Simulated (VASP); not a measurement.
Band structure of CdZn$_{3}$S$_{4}$ (ordered alloy cell). Calculation: PBEsol GGA, VASP's PBE PAW potentials (set 64) (plane waves; VASP).

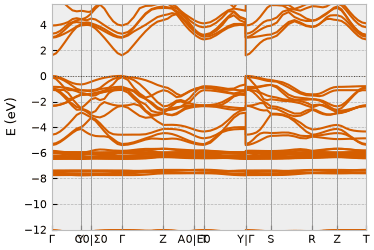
Fig. 1. Bands along high-symmetry lines, zero at the valence-band maximum or, without a gap, the Fermi level

Question: Read the plot: is there a gap, and where are the band edges?

Answer: The gap is direct, 1.61 eV, from the valence maximum at Γ to the conduction minimum at Γ. (Edges off the drawn lines would not show.)

The structure was generated: CdZn3S4 was put into an ordered model structure (Amm2), which need not be its known phase. It was relaxed first.
